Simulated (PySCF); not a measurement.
**C₄H₁₃NO₂Si₂: density, localisation and related maps**

Input file:

```
{"job": {"kind": "nmr", "xc": "PBE0", "basis": "pcSseg-1"}, "charge": 0, "multiplicity": 1}
C     -2.357542    -0.153788    -1.057168
C     -1.366519    -0.899843    -0.585456
O     -1.482630    -2.199354    -0.160364
C     -2.752857    -2.801347    -0.208981
Si     0.436771    -0.324819    -0.392180
O      1.187688    -1.382951     0.599260
Si     0.603725     1.731337     0.624066
N      2.015683     2.486981    -0.009393
C      3.327378     1.884190     0.012795
H     -2.149811     0.856835    -1.356308
H     -3.376485    -0.484751    -1.171549
H     -2.629342    -3.808791     0.185955
H     -3.473430    -2.252262     0.405848
H     -3.125558    -2.854517    -1.236853
H      1.023909    -0.488787    -1.739736
H      0.891222    -2.290609     0.623602
H      0.571439     1.665096     2.104596
H     -0.446135     2.692207     0.256498
H      2.075134     3.492578     0.047774
H      3.867666     2.089204     0.944056
H      3.221511     0.805770    -0.087274
H      3.927772     2.257007    -0.820632
```

Run with:

```sh
OMP_NUM_THREADS=1 python probes_run.py task.json out
```

Geometry: GFN2-xTB.

Method: PySCF 2.14.0, PBE0/pcSseg-1, SCF density, gas phase, non-relativistic.

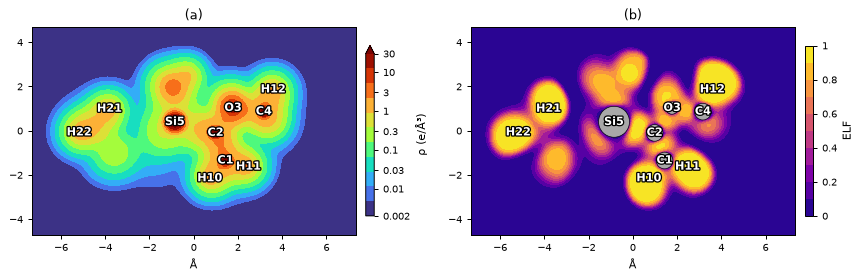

Figure 1. (a) electron density; (b) electron localisation function on the plane of atoms C2, O3 and C4. Grey discs cover the atomic cores in the ELF map.

What does the map show?

Answer.
- Atoms in the plane: C, O, Si and H.
- C–C (1.33 Å): ρ is about 2.3 e/Å³ halfway; the ELF peaks at about 0.90 between the atoms; a short, multiple covalent bond.
- C–O (1.37 Å): the density is about 2.2 e/Å³ at the midpoint, with its minimum of 1.9 e/Å³ about 0.5 Å from C; the ELF peaks at about 0.90 between the atoms, as expected for a shared but strongly polarised pair.
- C–Si (1.90 Å): ρ at the midpoint is about 0.94 e/Å³; the ELF peaks at about 1 between the atoms; a shared electron pair.
- The ELF also peaks beside N8, O3 and O6, away from the bonds: lone-pair regions.

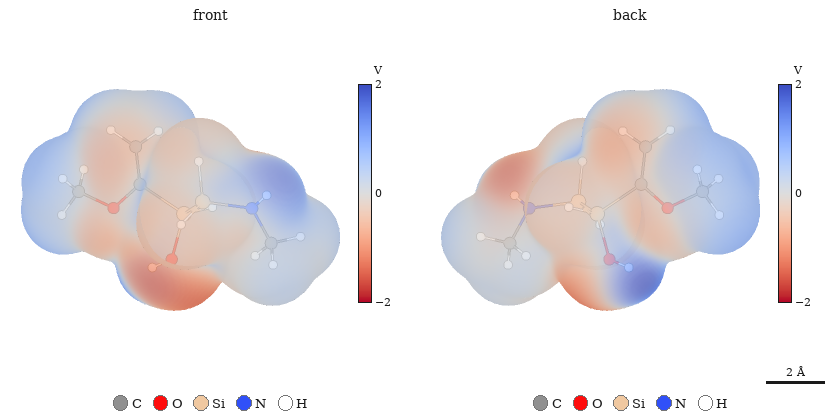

Figure 2. The molecular electrostatic potential painted on the density surface at 0.001 e/bohr³, seen from the front and from behind; red is negative and blue positive.

Where is the surface potential most negative and most positive?

Answer. The most negative region (about −1.3 V) lies over O6, the most positive (about +1.5 V) over H16. O6 is the likeliest acceptor of a hydrogen bond.
